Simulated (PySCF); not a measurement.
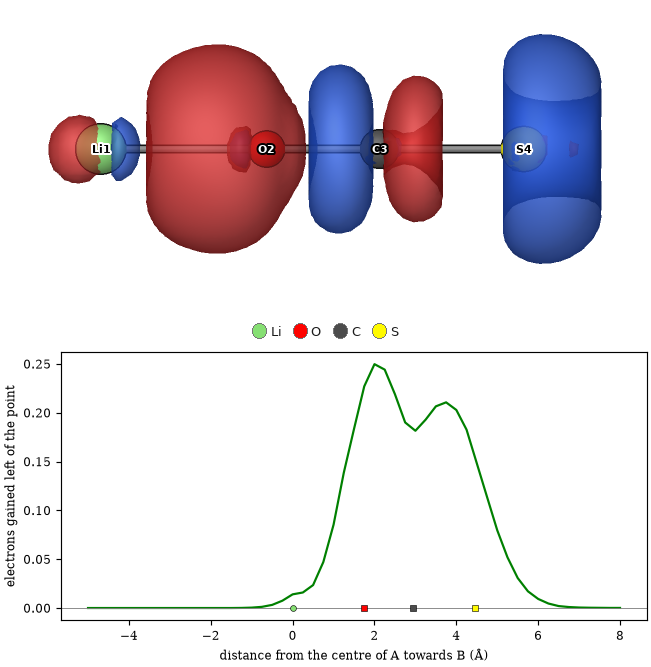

Figure 1: CLiOS, charge +1, SMILES `[Li+].O=C=S`. Density of the complex less the densities of the two fragments at the same geometry, ±0.015 e/Å³ (red: gain, blue: loss). Fragment A: Li(+1) (atom 1); fragment B: CSO. Below: the charge-displacement curve along the line of centres (A on the left).

Computed with PySCF, B3LYP/def2-SVPD, geometry: GFN2-xTB. GFN2-xTB bond lengths at metals and heavier atoms can be off by up to 0.1 Å and shapes distorted, which carries into these values.

Input

```python
import numpy as np
from pyscf import gto, scf, dft
from pyscf.scf import atom_ks, atom_hf
from scipy.linalg import block_diag
from pyscf.dispersion import dftd3

def solve(mol, dm0=None, hcore=None):
    mf = (dft.UKS if mol.spin else dft.RKS)(mol, xc='b3lyp')
    mf.grids.level = 3
    mf = mf.density_fit(auxbasis='def2-universal-jkfit')
    mf.conv_tol, mf.max_cycle = 1e-8, 80
    if hcore is not None:
        mf.get_hcore = lambda *args: hcore
    mf.kernel(dm0)
    if not mf.converged:
        mf = mf.newton().run(mf.mo_coeff, mf.mo_occ, max_cycle=30)
    assert mf.converged, 'SCF not converged'
    return mf

mol = gto.M(atom='''
Li     3.11579    -0.00050     0.00000
O      1.37022     0.00025     0.00000
C      0.18103     0.00014     0.00000
S     -1.33720    -0.00008     0.00000
''', basis='def2-svpd', charge=1, spin=0, verbose=4)
mol_a = gto.M(atom='''
Li     3.11579    -0.00050     0.00000
ghost-O      1.37022     0.00025     0.00000
ghost-C      0.18103     0.00014     0.00000
ghost-S     -1.33720    -0.00008     0.00000
''', basis='def2-svpd', charge=1, spin=0, verbose=4)
mol_b = gto.M(atom='''
ghost-Li     3.11579    -0.00050     0.00000
O      1.37022     0.00025     0.00000
C      0.18103     0.00014     0.00000
S     -1.33720    -0.00008     0.00000
''', basis='def2-svpd', charge=0, spin=0, verbose=4)
ab, a, b = solve(mol), solve(mol_a), solve(mol_b)
e_int = ab.e_tot - a.e_tot - b.e_tot
print('counterpoise-corrected interaction energy / kcal/mol', e_int * 627.5095)
def disp(atoms, charge):
    m = gto.M(atom=atoms, charge=charge, basis='sto-3g', spin=None, unit='Bohr', verbose=0)
    return dftd3.DFTD3Dispersion(m, xc='b3lyp', version='d3bj').get_dispersion()['energy']
e_disp = disp(mol._atom, mol.charge) - disp(mol._atom[:1], mol_a.charge) - disp(mol._atom[1:], mol_b.charge)
print('D3(BJ) part / kcal/mol', e_disp * 627.5095)
# spherically averaged free atoms, for the promolecule
atm = atom_ks.get_atm_nrks(mol, xc='b3lyp')
pro = block_diag(*[(atm[a[0]][2] * atm[a[0]][3]) @ atm[a[0]][2].T for a in mol._atom])
np.savez('result.npz', e_int=e_int, e_disp=e_disp, dm_a=a.make_rdm1(), dm_b=b.make_rdm1(), c=ab.mo_coeff, occ=ab.mo_occ, eps=ab.mo_energy, pro=pro, d=[f.dip_moment(verbose=0) for f in (ab, a, b)])
```

Run with:

```sh
OMP_NUM_THREADS=1 python input.py
```

The run took 6.8 s on 1 thread of Intel(R) Xeon(R) 6975P-C (Granite Rapids), on a shared host, peak memory 0.35 GiB.

Partitions, critical points and surface values were worked out afterwards from this run's density.

How is the density rearranged on binding?

Answer. Hirshfeld charges show 0.048 e passing from B to A. By Hirshfeld charges, electrons gather most on O2 (−0.174 e) and leave S4 most (+0.200 e); 0.30 e is displaced in all.

What is the interaction energy, and which contacts carry it?

Answer. The counterpoise-corrected interaction energy of the frozen fragments is −27.7 kcal/mol without dispersion correction and −28.8 kcal/mol with D3(BJ). D3 uses neutral-atom coefficients and tends to overbind metal cations. The pair geometry is semi-empirical, not a minimum at this level. Contacts: Li1···O2, 1.75 Å, ρ = 0.043 a.u. The pose is a local one from a semi-empirical search, not shown to be the most stable.
